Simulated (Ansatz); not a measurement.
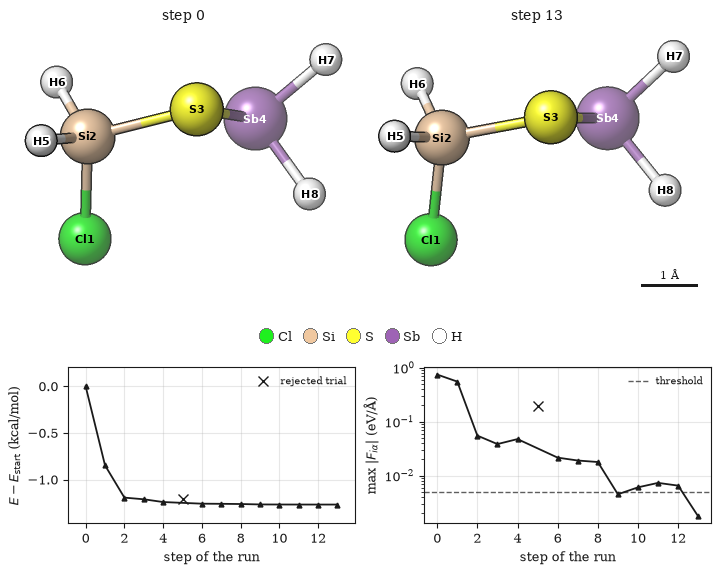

First and last geometry of a relaxation of SiSbH4SCl, with the history of the run. Style: ball-and-stick. Shown at a tilt.

The start comes from PBE-D4/def2-SVP.

These are results of RKS PBE0-D4/def2-TZVP in Ansatz 0.2.0, not measurements.

Input
```yaml
crystal:
  periodic: [false, false, false]
  atoms:
    - {symbol: Cl, position_ang: [-2.440596, 0.143641, -0.319227]}
    - {symbol: Si, position_ang: [-0.810361, 1.290831, 0.325171]}
    - {symbol: S, position_ang: [0.758166, 0.054896, 1.084182]}
    - {symbol: Sb, position_ang: [1.042795, -1.328487, -0.982689]}
    - {symbol: H, position_ang: [-1.250651, 2.170134, 1.455649]}
    - {symbol: H, position_ang: [-0.391244, 2.104284, -0.864781]}
    - {symbol: H, position_ang: [2.680473, -1.700988, -0.537010]}
    - {symbol: H, position_ang: [0.503619, -2.791511, -0.217195]}
basis:
  gaussian: {orbitals: def2-TZVP}
hamiltonian: {xc: pbe0, dispersion: d4}
relax: {f_tol: 0.005, max_steps: 150}
```

Run as
```bash
ansatz run in.yaml --threads 4 --pin off --events-out ev --progress --plain --max-ram 10444MiB
```

What do the curves and the structures tell?

Answer. It converged. Cl1 moves most after the best rigid fit: 0.15 Å. By element the largest moves are Cl 0.15 Å, S 0.15 Å, H 0.15 Å, Sb 0.04 Å, Si 0.03 Å. Among the contacts that change: S3–Sb4 2.503 → 2.443 Å, Cl1–Si2 2.095 → 2.061 Å, Sb4–H7 1.738 → 1.710 Å, Si2–S3 2.136 → 2.109 Å. Over 12 accepted moves (13 points after the start) the energy falls by 1.27 kcal/mol. The largest force component goes from 0.75 to 0.0017 eV/Å. The line search rejected the trial step at point 5 of the run. The run took 46 s on 4 threads of Arm Neoverse V2 (shared host).

```
step  E − E(0), kcal/mol  largest force component, eV/Å      note
   0                0.00                         0.7471          
   1               -0.85                         0.5537          
   2               -1.19                         0.0551          
   3               -1.21                         0.0384          
   4               -1.24                         0.0475          
   5               -1.21                         0.1935  rejected
   6               -1.26                         0.0215          
   7               -1.26                         0.0190          
   8               -1.26                         0.0178          
   9               -1.26                         0.0045          
  10               -1.27                         0.0060          
  11               -1.27                         0.0073          
  12               -1.27                         0.0065          
  13               -1.27                         0.0017
```
